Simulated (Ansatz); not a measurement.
Hf2Zr5B

```
Zr Hf B
1.0
     3.06918    0.00000    0.00000
    -1.53459    2.65799    0.00000
     0.00000    0.00000   35.72511
Zr Hf B
10 4 2
Direct
  0.00000 0.00000 0.81349
  0.33333 0.66667 0.74386
  0.33333 0.66667 0.60455
  0.66667 0.33333 0.53513
  0.00000 0.00000 0.67395
  0.66667 0.33333 0.39545
  0.33333 0.66667 0.46487
  0.00000 0.00000 0.32605
  0.00000 0.00000 0.18651
  0.66667 0.33333 0.25614
  0.00000 0.00000 0.95245
  0.00000 0.00000 0.04755
  0.66667 0.33333 0.11806
  0.33333 0.66667 0.88194
  0.33333 0.66667 0.00017
  0.66667 0.33333 0.99983
```

Space group P-3m1; a generated structure, not necessarily the stable one; changed on purpose from its base cell (volume × 0.88, shape and atoms relaxed); computed pressure about 17 GPa in this cell.

Computed with DFT PBE, scalar-relativistic, plane waves, PAW in Ansatz 0.2.0.

### What can the converged valence pseudo-density and electron localisation function tell about the bonding?

Zr–Zr (3.07 Å): ρ at the midpoint is about 0.21 e/Å³; the ELF is about 0.20 at the midpoint; no localised pair shows between them.
Hf–Hf (3.07 Å): ρ at the midpoint is about 0.22 e/Å³; the ELF is about 0.25 at the midpoint; no localised pair shows between them.
The ELF has a maximum of about 0.75 in the space between the atoms, 2.1 Å from six Hf atoms, on no atom or two-centre bond.

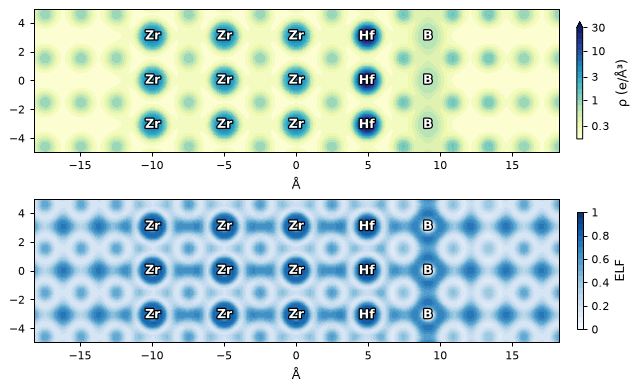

Computed valence pseudo-density and electron localisation function on the (11̄0) plane of the conventional cell, in this order. Atoms just off the plane (Zr, 0.9 Å away, Hf, 0.9 Å away and B, 0.9 Å away) can leave unmarked features too.
